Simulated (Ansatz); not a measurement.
## Electronic structure of CH6N2Si in real space

The calculation's input:

```
crystal:
  periodic: [false, false, false]
  atoms:
    - { symbol: "N", position_ang: [-1.3043, 1.0474, 0.0333] }
    - { symbol: C, position_ang: [-0.2628, 0.4228, -0.1373] }
    - { symbol: "N", position_ang: [0.8157, 0.9675, -0.7397] }
    - { symbol: Si, position_ang: [-0.1449, -1.3809, 0.495] }
    - { symbol: H, position_ang: [-1.2512, 2.0202, -0.3983] }
    - { symbol: H, position_ang: [0.9095, 1.9924, -0.7582] }
    - { symbol: H, position_ang: [1.7705, 0.5175, -0.5541] }
    - { symbol: H, position_ang: [-1.0027, -2.2822, -0.3551] }
    - { symbol: H, position_ang: [1.1951, -1.858, 0.4721] }
    - { symbol: H, position_ang: [-0.6418, -1.4979, 1.9452] }
basis:
  gaussian: { orbitals: def2-SVP }
hamiltonian:
  xc: hf
relax:
  f_tol: 0.015
  max_steps: 40
output:
  orbitals: {}
```

Launched as:

```sh
ansatz run input.yaml --threads 1 --pin off --max-ram 2048MiB --backend cpu --events-out ev --progress --plain --runs-dir out
```

The fields are those of the relaxed geometry.

These are results of RHF/def2-SVP (Ansatz), not measurements.

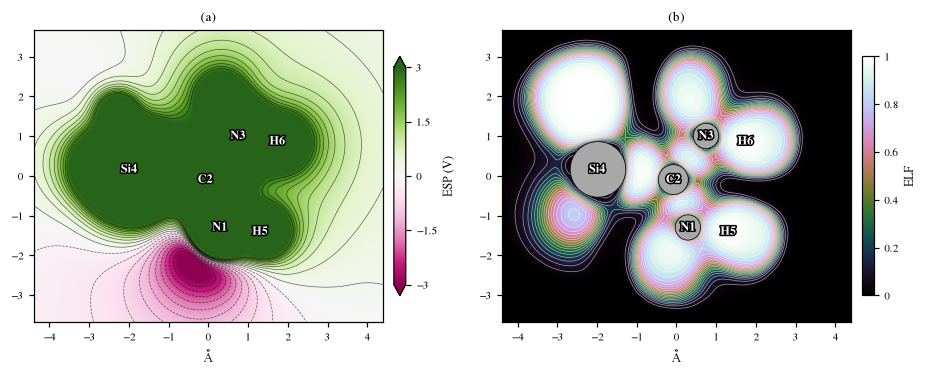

Figure 1. (a) electrostatic potential; (b) electron localisation function on the plane of atoms N3, C2 and Si4. Grey discs cover the atomic cores in the ELF map.

What do the fields say about this system?

Answer. Atoms in the plane: N, C, Si and H. C–N (1.26 Å): the ELF peaks at about 0.90 between the atoms; a multiple bond. C–Si (1.91 Å): the ELF peaks at about 1 between the atoms (localised, covalent bonding). N–H (1.01 Å): the ELF climbs to about 1 towards the hydrogen, as it does in any bond to H; an ordinary covalent bond to hydrogen. C–N (1.37 Å): the ELF peaks at about 0.95 between the atoms: localised, covalent bonding. The ELF also peaks beside N1, away from the bonds: lone-pair regions. Outside the dense part of the molecule the potential is most negative (−3.5 V) near N1.

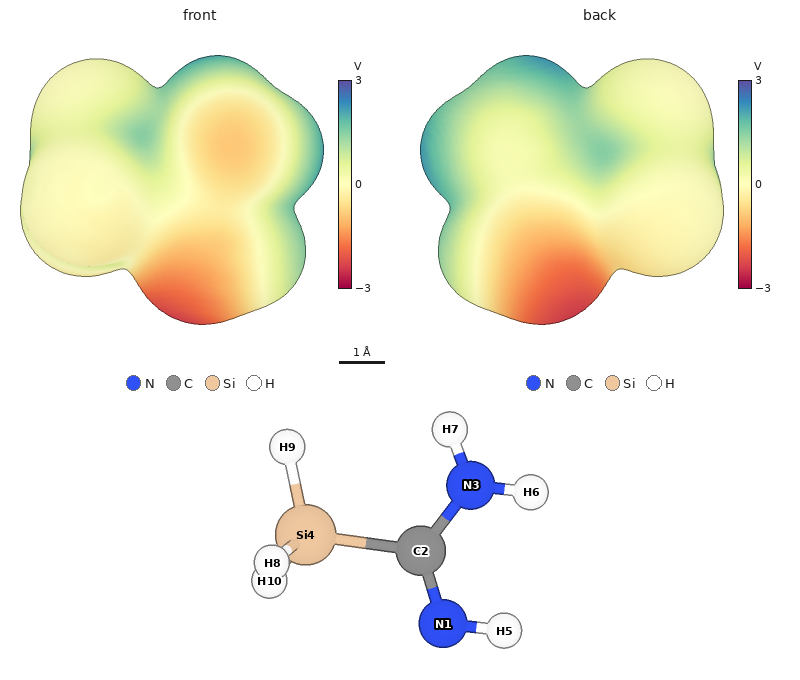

Figure 2. The electrostatic potential painted on the density surface at 0.002 e/bohr³, seen from the front and from behind; red is negative and blue positive. The bare structure is drawn below in the same view.

Which sites attract a positive test charge, and which a negative one?

Answer. A positive charge is drawn to the negative regions and a negative charge to the positive ones. The most negative region (about −2.3 V, or −53 kcal/mol for a unit charge) lies over N1, the most positive (about +2.1 V, or +48 kcal/mol for a unit charge) over H6 and H7. N1 is the likeliest acceptor of a hydrogen bond.

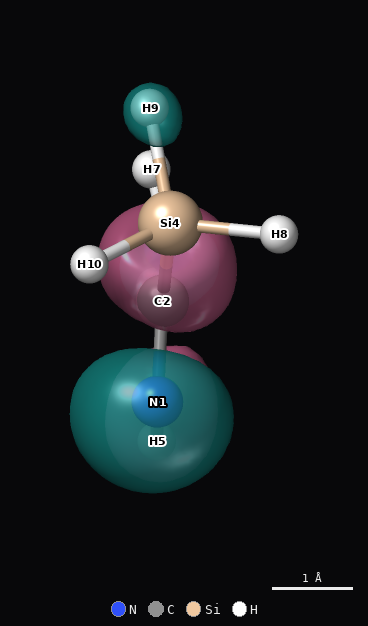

Figure 3. The HOMO−1 at ±0.15 Å⁻³ᐟ² (teal and pink are the two phases), seen at an oblique angle.

Where does this orbital lie, and at what energy?

Answer. Its weight (Hirshfeld) is mainly on N1 (about 55 %), C2 (about 15 %), Si4 (about 10 %), H5 (about 10 %) and N3 (about 5 %). Its energy is −10.93 eV.
